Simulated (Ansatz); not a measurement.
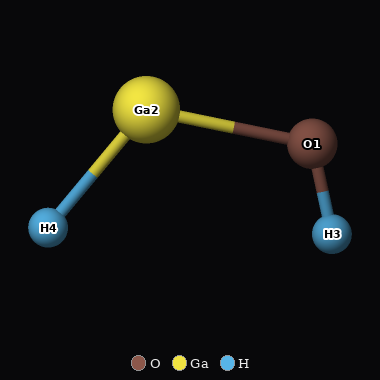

The system is GaH₂O, SMILES [OH][GaH], spin multiplicity 2; the picture shows the reference structure. 
- First axis: bond length O1–Ga2. Second axis: bond length O1–H3.
- Nothing is relaxed (all other coordinates rigid).
- The grid has 15 × 15 points.
- Points are written as (first, second).
- All energies are given in eV relative to the lowest grid point.
- Level of theory: Ansatz, UKS SPW92 (LDA)/def2-TZVP.

Its coordinates:

```xyz
4

O     0.2903   -0.9791    0.5415
Ga    0.6839    0.7052    0.0954
H    -0.5562   -1.2976    0.1776
H    -0.3624    1.5114   -0.8349
```

Range: bond length O1–Ga2 from 1.536 to 2.501 Å; bond length O1–H3 from 0.819 to 1.267 Å.

Predict the map.

The lowest grid point is at (1.812 Å, 0.979 Å). No other kind of well shows on this grid. The highest grid point, (2.501 Å, 1.267 Å), lies 3.01 eV above the lowest. Round the minimum the two coordinates are nearly uncoupled.

```
bond length O1–H3 ↓, bond length O1–Ga2 →  1.536  1.605  1.674  1.743  1.812  1.881  1.950  2.018  2.087  2.156  2.225  2.294  2.363  2.432  2.501
                                    1.267   2.20   1.60   1.27   1.13   1.11   1.19   1.34   1.52   1.72   1.94   2.17   2.39   2.61   2.81   3.01
                                    1.235   2.04   1.43   1.10   0.95   0.94   1.02   1.16   1.34   1.55   1.77   1.99   2.21   2.43   2.64   2.83
                                    1.203   1.88   1.27   0.93   0.78   0.77   0.85   0.99   1.17   1.38   1.60   1.82   2.04   2.26   2.47   2.66
                                    1.171   1.72   1.11   0.77   0.62   0.61   0.68   0.83   1.01   1.21   1.43   1.66   1.88   2.10   2.31   2.50
                                    1.139   1.57   0.96   0.62   0.47   0.45   0.53   0.67   0.85   1.06   1.28   1.51   1.73   1.95   2.16   2.35
                                    1.107   1.44   0.82   0.48   0.33   0.31   0.39   0.53   0.71   0.92   1.14   1.37   1.59   1.81   2.02   2.22
                                    1.075   1.32   0.70   0.36   0.21   0.19   0.27   0.41   0.59   0.80   1.02   1.25   1.47   1.69   1.90   2.10
                                    1.043   1.23   0.61   0.26   0.11   0.10   0.17   0.32   0.50   0.71   0.93   1.16   1.38   1.60   1.81   2.01
                                    1.011   1.16   0.54   0.20   0.04   0.03   0.11   0.25   0.43   0.64   0.86   1.09   1.32   1.54   1.75   1.95
                                    0.979   1.14   0.52   0.17   0.02   0.00   0.08   0.22   0.40   0.61   0.84   1.07   1.29   1.51   1.72   1.92
                                    0.947   1.16   0.54   0.19   0.04   0.02   0.10   0.24   0.42   0.64   0.86   1.09   1.32   1.54   1.75   1.95
                                    0.915   1.24   0.61   0.27   0.11   0.10   0.18   0.32   0.51   0.72   0.94   1.17   1.40   1.62   1.83   2.03
                                    0.883   1.39   0.77   0.42   0.27   0.25   0.33   0.48   0.66   0.87   1.10   1.33   1.55   1.78   1.99   2.19
                                    0.851   1.64   1.01   0.66   0.51   0.50   0.58   0.72   0.90   1.12   1.34   1.57   1.80   2.03   2.24   2.44
                                    0.819   1.99   1.37   1.02   0.87   0.85   0.93   1.08   1.26   1.48   1.70   1.93   2.16   2.39   2.60   2.80
```

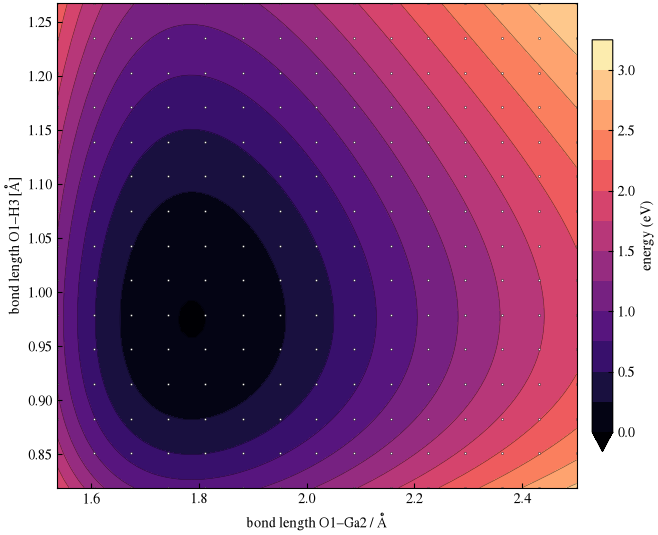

The picture shows filled contours, dots at the grid points. Between grid points the surface is interpolated.

Each point was launched as `ansatz run input.yaml --threads 1 --pin off --max-ram 2560MiB --backend cpu --events-out ev --progress --plain --runs-dir out`. Time for the 225 points that were run: 6 min on 1 thread of Arm Neoverse V1, on a shared host.
